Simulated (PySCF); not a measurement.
Reaction (SMILES): N (NH3) → [NH2-] + H+
B3LYP-D3(BJ)/def2-TZVP geometries, fixed; electronic energies without zero-point terms.
Largest species:
```
N
H 1 1.0136
H 1 1.0136 2 107.33
H 1 1.0136 2 107.33 3 -115.09
```

Basis-set convergence of the deprotonation energy at HF with PySCF. All functions are spherical. Density fitting with generated auxiliary sets. In sets without p functions on hydrogen, species with hydrogen take exact integrals. No added dispersion term, no relativity. Functions are those of the species that has most. Reference: the value in aug-pcseg-3, 422.10 kcal/mol, itself unsure by roughly 0.74 kcal/mol (its mean distance from aug-cc-pVQZ, def2-QZVPPD). Deviations are taken from unrounded values.

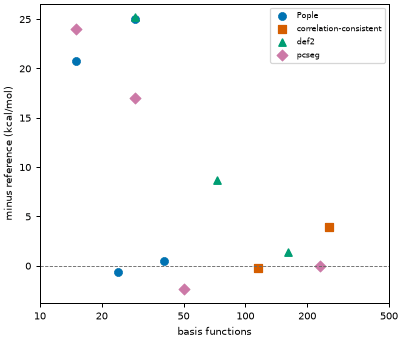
*Deviation from the reference against the number of basis functions, by family of sets.*

```tsv
basis	functions	deprotonation energy (kcal/mol)	minus reference (kcal/mol)
6-31G	15	442.87	20.78
pcseg-0	15	446.08	23.98
6-31+G*	24	421.48	-0.62
6-31G**	29	447.11	25.01
def2-SVP	29	447.30	25.20
pcseg-1	29	439.07	16.97
6-311+G**	40	422.63	0.53
aug-pcseg-1	50	419.70	-2.40
def2-TZVPP	73	430.81	8.72
aug-cc-pVTZ	115	421.89	-0.21
def2-QZVPPD	162	423.55	1.45
aug-pcseg-3	232	422.10	0.00
cc-pV5Z	256	426.01	3.91
```
